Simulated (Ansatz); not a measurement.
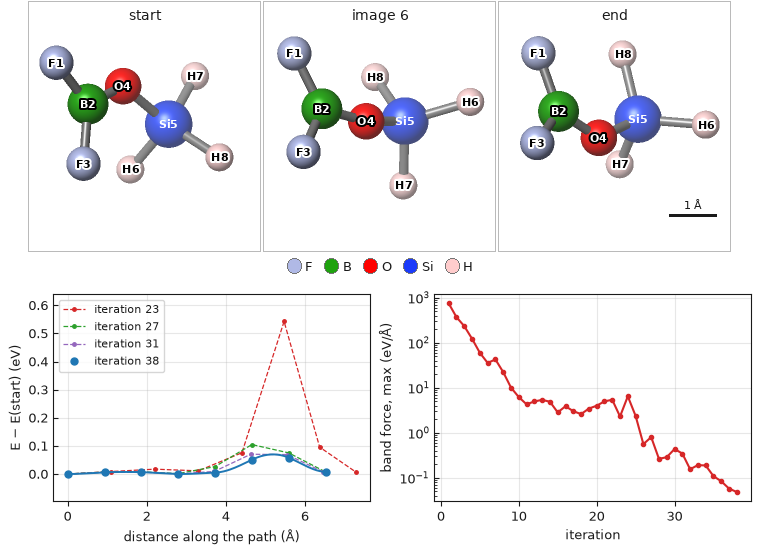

A search for the minimum-energy path of BSiH3OF2 by the nudged elastic band. Images are numbered from 0 (start) to 7 (end). The plot follows the band through its iterations. The picture is a ball-and-stick view, seen from a free direction.

Computed with Ansatz 0.2.0, RKS B3LYP-D4/def2-SVP. Run with 6 movable images; no climbing image; force threshold 0.05 eV/Å; iteration limit 45; starting path through a guess of the saddle point.

Question: Did the band converge, and can the barrier be trusted?

Answer: The run is converged, with reservations. The band converged in 38 iterations. The largest component of the band force went from 750 to 0.049 eV/Å. No image climbed, so the highest image needn't lie on the saddle point, and the true maximum along this path can be higher. The first iteration put the highest image at 237.563 eV. Forward barrier 0.057 eV, backward barrier 0.050 eV, with image 6 at the top; the reaction energy is +0.007 eV.

The run took roughly 14 core-minutes on a shared host.
